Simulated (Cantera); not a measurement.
Input: 1 mol PbO, 0.026 mol O2, 11 mol N2, 0.17 mol H2, equilibrated at 750 Torr.

Method: chemical equilibrium by Gibbs-energy minimisation in Cantera with the NASA 1993 tables (ideal gas, pure condensed phases). Candidate condensed phases: H2O, Pb, PbO, PbO2, Pb3O4; 27 gas species. Each liquid is taken as pure. Mutual solubility and eutectic melting of coexisting phases are not modelled. Equilibrium is a limit: real reactors are often held back by kinetics, nucleation or transport.

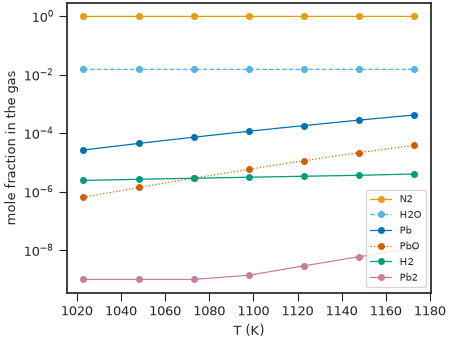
*Equilibrium gas composition (values under 1e-9 drawn at 1e-9)*

From 1023 K to 1148 K the condensed part is Pb(l) + PbO(yellow). At 1173 K the condensed part is Pb(l) + PbO(l). The main Pb-bearing gas is Pb throughout.
